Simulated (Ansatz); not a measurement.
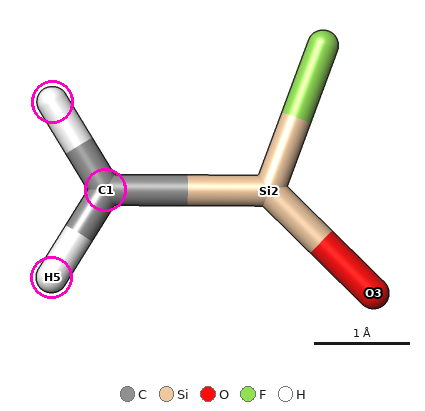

A scan of CH$_{2}$FOSi (charge −1): the C1–H6 distance and the C1–H5 distance are varied on a grid, with the rest of the molecule carried along rigidly. The picture shows the minimum geometry. The ringed atoms are those of the scanned coordinate. A stick model, seen at a tilt.

Computed with Ansatz: CCSD(T), basis def2-TZVPPD, on geometries moved rigidly from the minimum at PBE0-D4/def2-TZVPD. Coupled cluster with a frozen core. Energies are counted from the PBE0-D4/def2-TZVPD minimum geometry at the same level.

Input
```yaml
crystal:
  periodic: [false, false, false]
  atoms:
    - {symbol: C, position_ang: [-0.293322, 0.882568, -0.199399]}
    - {symbol: Si, position_ang: [0.297953, -0.662186, 0.273829]}
    - {symbol: O, position_ang: [1.135944, -1.209877, 1.444855]}
    - {symbol: F, position_ang: [-0.162780, -1.793534, -0.806977]}
    - {symbol: H, position_ang: [-0.095224, 1.771508, 0.388374]}
    - {symbol: H, position_ang: [-0.882582, 1.011531, -1.100673]}
basis:
  gaussian: {orbitals: "def2-TZVPPD.json"}
total_charge: -1
correlation: {method: ccsd_t}
```

Question: Give the energy at each point on a grid with rows 0.889, 0.956, 1.053, 1.167, 1.293, 1.428, 1.573 and columns 0.889, 0.955, 1.053, 1.166, 1.292, 1.428, 1.572 (C1–H6 distance (Å); C1–H5 distance (Å)).

Answer: Rows: C1–H6 distance (Å); columns: C1–H5 distance (Å); values in eV.

```
       0.889  0.955  1.053  1.166  1.292  1.428  1.572
0.889  1.981  1.368  1.011  1.092  1.503  2.109  2.791
0.956  1.360  0.747  0.389  0.470  0.882  1.487  2.169
1.053  1.008  0.394  0.036  0.118  0.531  1.137  1.819
1.167  1.088  0.474  0.117  0.201  0.615  1.223  1.906
1.293  1.498  0.884  0.528  0.613  1.030  1.640  2.324
1.428  2.094  1.481  1.126  1.212  1.631  2.242  2.927
1.573  2.776  2.161  1.807  1.894  2.313  2.925  3.611
```

In pairs of (C1–H6 distance (Å); C1–H5 distance (Å)): the lowest computed point lies at (1.053, 1.053) (0.036 eV), the highest at (1.573, 1.572) (3.611 eV).  Over the ranges scanned the energy rises by about as much along both axes.

As a map, interpolated between the computed points (dots):

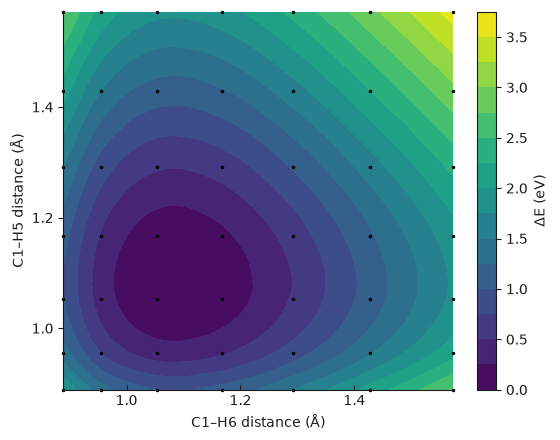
